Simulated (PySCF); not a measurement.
Consider C$_{3}$H$_{13}$PSi$_{2}$ (SMILES C[Si](C)(C)P[SiH3]).

Input

```
{"job": {"kind": "uv", "xc": "PBE0", "basis": "def2-SVPD", "nstates": 8, "ntriplets": 3}, "charge": 0, "multiplicity": 1}
C     -0.943589    -0.845640     1.449311
Si    -0.559738    -0.000009    -0.225338
C     -1.851567    -0.556628    -1.516913
C     -0.609921     1.896123    -0.016393
P      1.470584    -0.529020    -1.077506
Si     2.850686    -0.054963     0.602535
H     -0.814564    -1.922348     1.383852
H     -0.290081    -0.482101     2.236938
H     -1.968093    -0.655621     1.754692
H     -1.657401    -0.096996    -2.481294
H     -1.829399    -1.633332    -1.657638
H     -2.856544    -0.281059    -1.211939
H     -1.601966     2.236925     0.262366
H      0.084359     2.227966     0.749767
H     -0.335663     2.390376    -0.943546
H      1.375046    -1.878050    -0.796845
H      2.901868     1.400939     0.733514
H      4.167287    -0.579637     0.240649
H      2.458893    -0.627676     1.894593
```

Launched as:

```sh
OMP_NUM_THREADS=1 python probes_run.py task.json out
```

Geometry: GFN2-xTB.

Level of theory: PySCF, PBE0/def2-SVPD, SCF density, gas phase.

Question: Predict the electron density and electron localisation function between the atoms.

Answer: C–Si (1.91 Å): ρ at the midpoint is about 0.9 e/Å³; the ELF peaks at about 0.95 between the atoms: localised, covalent bonding.
C–H (1.09 Å): ρ at the midpoint is about 1.9 e/Å³; the ELF climbs to about 1 towards the hydrogen, as it does in any bond to H; a covalent bond by its length.

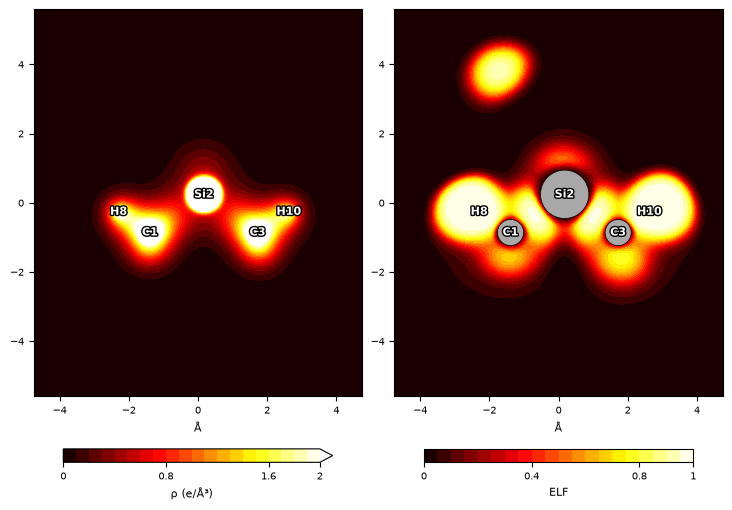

Computed electron density and electron localisation function on the plane of atoms Si2, C1 and H8, in this order. Grey discs cover the atomic cores in the ELF map. 
